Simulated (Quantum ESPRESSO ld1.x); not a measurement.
# Atomic calculation for Pr²⁺

- system: Pr²⁺, configuration typed as [Xe] 4f3.
- method: radial all-electron Kohn-Sham run of Quantum ESPRESSO ld1.x with rel=1, lsd=1, dft='PW' as typed

**Input file**
```
 &input
    zed=59.0,
    iswitch=1,
    rel=1,
    lsd=1,
    dft='PW',
    config='[Xe] 4f3',
    dx=0.06,
    prefix='ld1',
    max_out_wfc=37,
    file_charge='ld1.rho',
 /
```

Command:
```bash
OMP_NUM_THREADS=1 ld1.x < ld1.in > ld1.out
```

**Output**
```
     Program LD1 v.7.5 starts

     --------------------------- All-electron run ----------------------------

     scalar relativistic calculation

     atomic number is 59.00
     dft =PW   lsd =1 sic =0 latt =0  beta=0.20 tr2=1.0E-14
     Exchange-correlation= PW
                           (   1   4   0   0   0   0   0)
     mesh = 279 r(mesh) =  99.72960 a.u. xmin = -8.00 dx = 0.06000
     1 Ry =  13.60569312 eV, c = 137.03599908

     n l     nl                  e(Ry)          e(Ha)          e(eV)
     1 0     1S 1( 1.00)     -3071.3453     -1535.6726    -41787.7815
     2 0     2S 1( 1.00)      -494.9480      -247.4740     -6734.1101
     2 1     2P 1( 3.00)      -443.1733      -221.5866     -6029.6796
     3 0     3S 1( 1.00)      -107.4784       -53.7392     -1462.3177
     3 1     3P 1( 3.00)       -91.0780       -45.5390     -1239.1787
     4 0     4S 1( 1.00)       -22.1292       -11.0646      -301.0834
     4 1     4P 1( 3.00)       -16.7686        -8.3843      -228.1481
     3 2     3D 1( 5.00)       -67.9919       -33.9959      -925.0768
     5 0     5S 1( 1.00)        -3.8602        -1.9301       -52.5204
     5 1     5P 1( 3.00)        -2.5524        -1.2762       -34.7274
     4 2     4D 1( 5.00)        -9.1019        -4.5509      -123.8374
     4 3     4F 1( 3.00)        -1.0859        -0.5429       -14.7741
     1 0     1S 2( 1.00)     -3071.3454     -1535.6727    -41787.7826
     2 0     2S 2( 1.00)      -494.9466      -247.4733     -6734.0916
     2 1     2P 2( 3.00)      -443.1724      -221.5862     -6029.6677
     3 0     3S 2( 1.00)      -107.4221       -53.7110     -1461.5518
     3 1     3P 2( 3.00)       -91.0221       -45.5111     -1238.4192
     4 0     4S 2( 1.00)       -21.9791       -10.9896      -299.0412
     4 1     4P 2( 3.00)       -16.6175        -8.3088      -226.0927
     3 2     3D 2( 5.00)       -67.9479       -33.9740      -924.4783
     5 0     5S 2( 1.00)        -3.7618        -1.8809       -51.1825
     5 1     5P 2( 3.00)        -2.4748        -1.2374       -33.6714
     4 2     4D 2( 5.00)        -8.9506        -4.4753      -121.7793
     4 3     4F 2( 0.00)        -0.9567        -0.4784       -13.0167

     final scf error:  4.2E-15 reached in  29 iterations

     Etot =  -18460.103490 Ry,   -9230.051745 Ha, -251162.503105 eV
     Total magnetization:    3.00 Bohr mag.

     Ekin =   19601.937708 Ry,    9800.968854 Ha,  266697.949069 eV
     Encl =  -44748.001927 Ry,  -22374.000964 Ha, -608827.582092 eV
     Eh   =    7103.524054 Ry,    3551.762027 Ha,   96648.368376 eV
     Exc  =    -417.563325 Ry,    -208.781662 Ha,   -5681.238458 eV

     normalization and overlap integrals

     s(1S/1S) =  1.000000  <r> =   0.0241  <r2> =    0.0008  r(max) =   0.0156
     s(1S/2S) = -0.019064
     s(1S/3S) = -0.008176
     s(1S/4S) = -0.003897
     s(1S/5S) = -0.001612
     s(2S/2S) =  1.000000  <r> =   0.1031  <r2> =    0.0126  r(max) =   0.0891
     s(2S/3S) = -0.005096
     s(2S/4S) = -0.002329
     s(2S/5S) = -0.000955
     s(2P/2P) =  1.000000  <r> =   0.0906  <r2> =    0.0100  r(max) =   0.0701
     s(2P/3P) = -0.004132
     s(2P/4P) = -0.001783
     s(2P/5P) = -0.000659
     s(3S/3S) =  1.000000  <r> =   0.2727  <r2> =    0.0850  r(max) =   0.2472
     s(3S/4S) = -0.001625
     s(3S/5S) = -0.000648
     s(3P/3P) =  1.000000  <r> =   0.2708  <r2> =    0.0850  r(max) =   0.2472
     s(3P/4P) = -0.001385
     s(3P/5P) = -0.000497
     s(4S/4S) =  1.000000  <r> =   0.6230  <r2> =    0.4381  r(max) =   0.5726
     s(4S/5S) = -0.000443
     s(4P/4P) =  1.000000  <r> =   0.6601  <r2> =    0.4957  r(max) =   0.6080
     s(4P/5P) = -0.000340
     s(3D/3D) =  1.000000  <r> =   0.2477  <r2> =    0.0723  r(max) =   0.2065
     s(3D/4D) = -0.000981
     s(5S/5S) =  1.000000  <r> =   1.4987  <r2> =    2.5251  r(max) =   1.3264
     s(5P/5P) =  1.000000  <r> =   1.7435  <r2> =    3.4420  r(max) =   1.4955
     s(4D/4D) =  1.000000  <r> =   0.7281  <r2> =    0.6156  r(max) =   0.6456
     s(4F/4F) =  1.000000  <r> =   1.1260  <r2> =    1.7078  r(max) =   0.6855
     s(1S/1S) =  1.000000  <r> =   0.0241  <r2> =    0.0008  r(max) =   0.0156
     s(1S/2S) = -0.019064
     s(1S/3S) = -0.008179
     s(1S/4S) = -0.003897
     s(1S/5S) = -0.001594
     s(2S/2S) =  1.000000  <r> =   0.1031  <r2> =    0.0125  r(max) =   0.0891
     s(2S/3S) = -0.005098
     s(2S/4S) = -0.002329
     s(2S/5S) = -0.000945
     s(2P/2P) =  1.000000  <r> =   0.0906  <r2> =    0.0100  r(max) =   0.0701
     s(2P/3P) = -0.004133
     s(2P/4P) = -0.001784
     s(2P/5P) = -0.000648
     s(3S/3S) =  1.000000  <r> =   0.2727  <r2> =    0.0849  r(max) =   0.2472
     s(3S/4S) = -0.001626
     s(3S/5S) = -0.000641
     s(3P/3P) =  1.000000  <r> =   0.2706  <r2> =    0.0849  r(max) =   0.2472
     s(3P/4P) = -0.001386
     s(3P/5P) = -0.000490
     s(4S/4S) =  1.000000  <r> =   0.6228  <r2> =    0.4379  r(max) =   0.5726
     s(4S/5S) = -0.000438
     s(4P/4P) =  1.000000  <r> =   0.6599  <r2> =    0.4955  r(max) =   0.6080
     s(4P/5P) = -0.000335
     s(3D/3D) =  1.000000  <r> =   0.2475  <r2> =    0.0722  r(max) =   0.1945
     s(3D/4D) = -0.000981
     s(5S/5S) =  1.000000  <r> =   1.5097  <r2> =    2.5634  r(max) =   1.3264
     s(5P/5P) =  1.000000  <r> =   1.7624  <r2> =    3.5186  r(max) =   1.4955
     s(4D/4D) =  1.000000  <r> =   0.7283  <r2> =    0.6161  r(max) =   0.6456
     s(4F/4F) =  1.000000  <r> =   1.1721  <r2> =    1.8881  r(max) =   0.6855

     ------------------------ End of All-electron run ------------------------
```

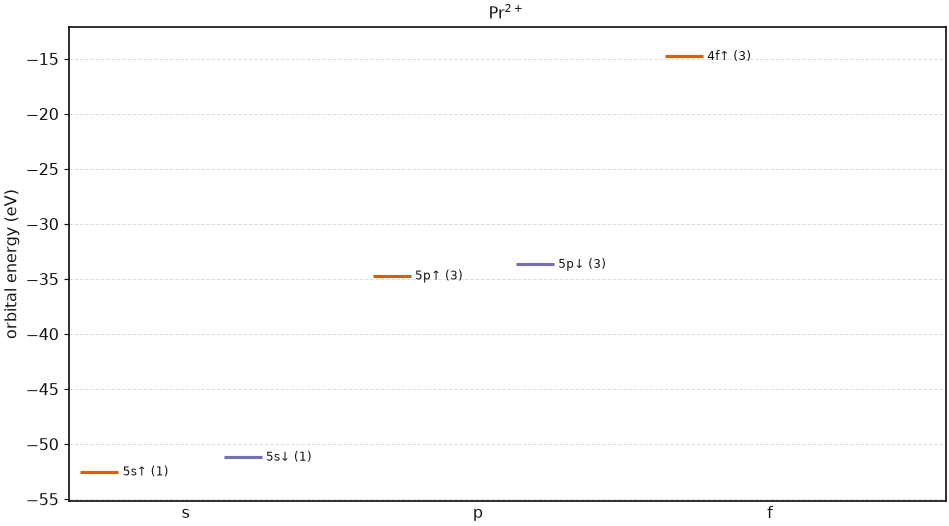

Figure 1. The outer levels are drawn (occupations in brackets, up spins at the left of each column and down spins at the right). They are the filled levels of this odd run. The highest occupied level is 4f up at −14.8 eV. From the top down the occupied levels run 4f up (−14.8 eV), 5p down (−33.7 eV), 5p up (−34.7 eV), 5s down (−51.2 eV), 5s up (−52.5 eV).

**What the run reported**

- outcome: converged
- total energy: −9230.0517 hartree
- kinetic energy: 9800.9689 hartree
- electron–nucleus energy: −22374.0010 hartree
- Hartree energy: 3551.7620 hartree
- exchange–correlation energy: −208.781663 hartree
- SCF iterations: 29
- hardware: 1 CPU thread, shared host
- wall time: 0.9 s

**What is odd here**

The input is odd on purpose: mesh too coarse. The program ran to the end. Its total energy differs from that of the same run with the usual input (−9230.03862 hartree) by −0.013 hartree, so this setting spoils the energy.
